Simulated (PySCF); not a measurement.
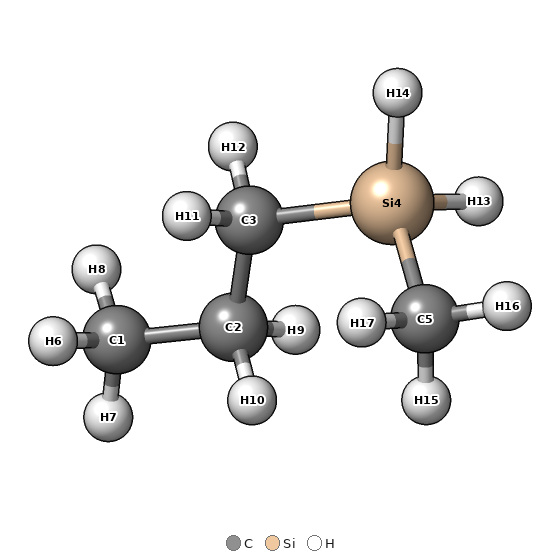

Structure of C₄H₁₂Si, SMILES CCC[SiH2]C.

GIAO shifts, PBE0/pcSseg-1 with PySCF 2.14.0, at a PBE0-D3(BJ)/def2-SVP geometry (no frequency check), against TMS for ²⁹Si and TMS for ¹³C computed at the same level. Gas phase, fully decoupled, line heights follow the number of nuclei, widths are arbitrary (no quadrupolar broadening); values of one conformer, averaged over nuclei that symmetry or rotation about single bonds exchange, these motions taken as fast; other conformers aren't averaged in.

Which ²⁹Si signals does it give?

1 signal.


```
δ (ppm)  nuclei  atoms
  −36.6       1    Si4
```

Predict the ¹³C spectrum.

4 signals.


```
δ (ppm)  nuclei  atoms
   21.4       1     C2
   20.5       1     C1
   15.7       1     C3
   −8.1       1     C5
```

The order of signals that lie close, as those under 2 ppm apart, is within the error of the method.

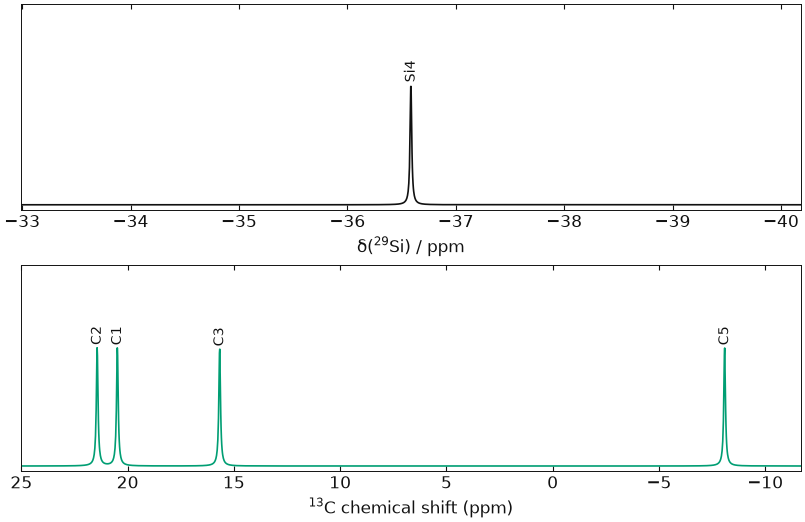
